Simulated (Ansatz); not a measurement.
# CH2F2O (SMILES OC(F)F): levels of theory compared

Aim: a comparison of 4 runs (B3LYP/6-31G*, PBE/6-31G*, PBE0/cc-pVDZ, PBE0/def2-SVP) of CH2F2O. 

Program for the calculation: Ansatz 0.2.0.

7 further runs of the same task are left out: 4 for a known fault of the program, 3 set aside as unsound or not needed.

### Step 1. Starting point

CH2F2O: 6 atoms, total charge 0, spin state singlet. SMILES: `OC(F)F`. Geometry: relaxed at PBE0-D4/def2-TZVP. This is one conformer, not always the lowest.

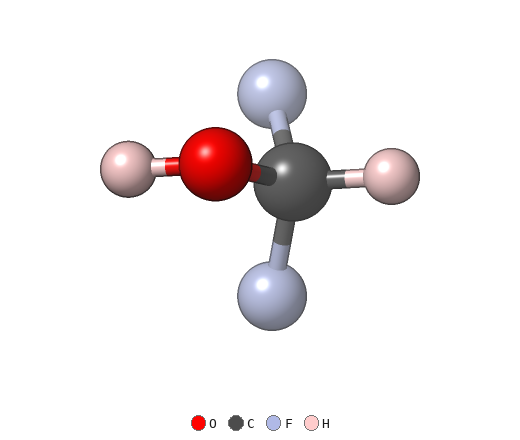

Viewed from a chosen angle; oxygen red, carbon dark grey, fluorine light blue, hydrogen pink.

### Step 2. Energy and forces at B3LYP/6-31G(d) (spherical functions) (run 1)

The input, run.yaml:

```yaml
crystal:
  periodic: [false, false, false]
  atoms:
    - symbol: O
      position_ang: [0.095100, 0.985600, -0.438500]
    - symbol: C
      position_ang: [0.060600, -0.137800, 0.302200]
    - symbol: F
      position_ang: [0.876300, -1.092500, -0.208200]
    - symbol: F
      position_ang: [-1.179700, -0.684300, 0.315100]
    - symbol: H
      position_ang: [-0.176600, 0.772900, -1.340300]
    - symbol: H
      position_ang: [0.366200, 0.092100, 1.323500]
basis:
  gaussian:
    orbitals: 6-31G_st_-spherical.json
hamiltonian:
  xc: {name: B3LYP}
accuracy: high
output:
  forces: true
  orbitals: {seedname: orbitals}
```

The basis set 6-31G* is read from a file made from the Basis Set Exchange's data (not shown).

Started as:

```
$ ansatz run run.yaml --threads 1 --pin off --max-ram 2610MiB --events-out events.jsonl --progress --plain --runs-dir runs
```

Output:

```text
Warning: RAYON_NUM_THREADS=1 ignored (pool sized by the plan → 1); use --threads N
Functional definition: B3LYP
  name "B3LYP"
  parameter a0 = 0.2
  parameter ax = 0.72
  parameter ac = 0.81
  exchange = (1 - a0 - ax)*slater_x + ax*b88_x + a0*exact_x
  correlation = (1 - ac)*vwn_rpa_c + ac*lyp_c
1349 factors; integrals over basis functions are off by at most 3.2e-9 eV
mean field evaluation 1: about -8546.3332 eV, gradient 4.8e1 eV
mean field evaluation 2: about -8543.3910 eV, gradient 6.4e1 eV
mean field evaluation 4: about -8549.7673 eV, gradient 1.4e0 eV
mean field evaluation 8: about -8549.9356 eV, gradient 1.7e-1 eV
mean field evaluation 16: about -8549.9356 eV, gradient 2.2e-6 eV
mean field -8549.93564908 eV, -314.2043397492 hartree, gradient 1.7e-8 eV, S^2 0.000000; 0 other end points of the search recorded, 0 dependent functions left out
the calculation of the forces begins
reference -8549.93567202 eV, -314.2043405921 hartree; 17, 17 occupied and 43, 43 virtual orbitals, 1349 factors
Total energy: -8549.93567202 eV, -314.2043405921 hartree
Atom 0 at     0.095100     0.985600    -0.438500 Å, force     0.150885     0.604548     0.120618 eV/Å
Atom 1 at     0.060600    -0.137800     0.302200 Å, force     0.075815    -0.124593     0.390016 eV/Å
Atom 2 at     0.876300    -1.092500    -0.208200 Å, force     0.317803    -0.301311    -0.181466 eV/Å
Atom 3 at    -1.179700    -0.684300     0.315100 Å, force    -0.451428    -0.149778     0.014003 eV/Å
Atom 4 at    -0.176600     0.772900    -1.340300 Å, force    -0.114207    -0.113536    -0.360127 eV/Å
Atom 5 at     0.366200     0.092100     1.323500 Å, force     0.021131     0.084671     0.016956 eV/Å
Dipole moment:    -0.006239     0.103838    -0.105396 e Å
```

Wall time 5.4 s (1 thread of Arm Neoverse V1, shared host); peak memory 0.16 GiB.

### Step 3. Energy and forces at PBE/6-31G(d) (spherical functions) (run 2)

The input, run.yaml:

```yaml
crystal:
  periodic: [false, false, false]
  atoms:
    - {symbol: O, position_ang: [0.095100, 0.985600, -0.438500]}
    - {symbol: C, position_ang: [0.060600, -0.137800, 0.302200]}
    - {symbol: F, position_ang: [0.876300, -1.092500, -0.208200]}
    - {symbol: F, position_ang: [-1.179700, -0.684300, 0.315100]}
    - {symbol: H, position_ang: [-0.176600, 0.772900, -1.340300]}
    - {symbol: H, position_ang: [0.366200, 0.092100, 1.323500]}
basis:
  gaussian: {orbitals: 6-31G_st_-spherical.json}
hamiltonian: {xc: pbe}
accuracy: high
output: {forces: true, orbitals: {seedname: orbitals}}
```

The basis set 6-31G* is read from a file made from the Basis Set Exchange's data (not shown).

Started as:

```
$ ansatz run run.yaml --threads 1 --pin off --max-ram 2610MiB --events-out events.jsonl --progress --plain --runs-dir runs
```

Output, cut to the lines that bear on the results:

```text
Warning: RAYON_NUM_THREADS=1 ignored (pool sized by the plan → 1); use --threads N
Functional definition: PBE
  name "PBE"
[...]
1349 factors; integrals over basis functions are off by at most 3.2e-9 eV
[...]
mean field -8541.38943234 eV, -313.8902720769 hartree, gradient 9.6e-9 eV, S^2 0.000000; 0 other end points of the search recorded, 0 dependent functions left out
[...]
reference -8541.38943383 eV, -313.8902721316 hartree; 17, 17 occupied and 43, 43 virtual orbitals, 1349 factors
Total energy: -8541.38943383 eV, -313.8902721316 hartree
Atom 0 at     0.095100     0.985600    -0.438500 Å, force     0.310927     1.102341     0.361236 eV/Å
Atom 1 at     0.060600    -0.137800     0.302200 Å, force     0.050705    -0.078757     0.255622 eV/Å
Atom 2 at     0.876300    -1.092500    -0.208200 Å, force     0.608218    -0.630603    -0.322359 eV/Å
Atom 3 at    -1.179700    -0.684300     0.315100 Å, force    -0.870394    -0.338237     0.053660 eV/Å
Atom 4 at    -0.176600     0.772900    -1.340300 Å, force    -0.229655    -0.255437    -0.703120 eV/Å
Atom 5 at     0.366200     0.092100     1.323500 Å, force     0.130199     0.200694     0.354960 eV/Å
Dipole moment:    -0.011648     0.092756    -0.118004 e Å
```

Run time: 4.5 s. Hardware: 1 thread of Arm Neoverse V1, shared host; peak memory 0.15 GiB.

Run 3 isn't shown in full; the table further down has it.

### Step 4. Energy and forces at PBE0/def2-SVP (run 4)

Changes to run.yaml since step 3:

```diff
@@ -10,4 +10,6 @@
 basis:
-  gaussian: {orbitals: 6-31G_st_-spherical.json}
-hamiltonian: {xc: pbe}
+  gaussian:
+    orbitals: def2-SVP
+hamiltonian:
+  xc: {name: PBE0}
 accuracy: high
```

Started as:

```
$ ansatz run run.yaml --threads 1 --pin off --max-ram 2610MiB --events-out events.jsonl --progress --plain --runs-dir runs
```

Output, cut to the lines that bear on the results:

```text
Warning: RAYON_NUM_THREADS=1 ignored (pool sized by the plan → 1); use --threads N
Functional definition: PBE0
  name "PBE0"
[...]
1461 factors; integrals over basis functions are off by at most 3.2e-9 eV
[...]
mean field -8535.48753903 eV, -313.6733814980 hartree, gradient 7.4e-8 eV, S^2 0.000000; 0 other end points of the search recorded, 0 dependent functions left out
[...]
reference -8535.48754054 eV, -313.6733815535 hartree; 17, 17 occupied and 49, 49 virtual orbitals, 1461 factors
Total energy: -8535.48754054 eV, -313.6733815535 hartree
Atom 0 at     0.095100     0.985600    -0.438500 Å, force     0.040503    -0.076189     0.217816 eV/Å
Atom 1 at     0.060600    -0.137800     0.302200 Å, force    -0.175641    -0.230890    -0.514736 eV/Å
Atom 2 at     0.876300    -1.092500    -0.208200 Å, force    -0.108701     0.162698     0.067768 eV/Å
Atom 3 at    -1.179700    -0.684300     0.315100 Å, force     0.176400     0.104955    -0.005096 eV/Å
Atom 4 at    -0.176600     0.772900    -1.340300 Å, force    -0.034712    -0.060410    -0.089164 eV/Å
Atom 5 at     0.366200     0.092100     1.323500 Å, force     0.102151     0.099835     0.323412 eV/Å
Dipole moment:     0.002991     0.134691    -0.093191 e Å
```

Run time: 5.1 s. Hardware: 1 thread of Arm Neoverse V1, shared host; peak memory 0.17 GiB.

### Step 5. All runs side by side

```
run                               level  energy (Eh)  dipole moment (D)  HOMO energy (eV)  LUMO energy (eV)  wall time
  1  B3LYP/6-31G* (spherical functions)  -314.204341               0.71             -9.19              1.94      5.4 s
  2    PBE/6-31G* (spherical functions)  -313.890272               0.72             -7.49              1.33      4.5 s
  3                        PBE0/cc-pVDZ  -313.928863               0.80             -9.63              1.90      5.4 s
  4                       PBE0/def2-SVP  -313.673382               0.79             -9.81              1.84      5.1 s
```

### Step 6. Results

```
                       quantity          value
            run 4: total energy  -313.67338 Eh
           run 4: dipole moment         0.79 D
             run 4: HOMO energy       -9.81 eV
             run 4: LUMO energy        1.84 eV
           run 4: HOMO–LUMO gap       11.64 eV
run 4: largest force on an atom     0.591 eV/Å
```

In words: The dipole moment (its size) runs from 0.71 D (B3LYP/6-31G*) to 0.80 D (PBE0/cc-pVDZ). The two ends differ in method and basis. The HOMO–LUMO gap runs from 8.81 eV (PBE/6-31G*) to 11.64 eV (PBE0/def2-SVP). Totals of different functionals can't be ranked against each other. All runs together took 20 s, the longest 5.4 s.
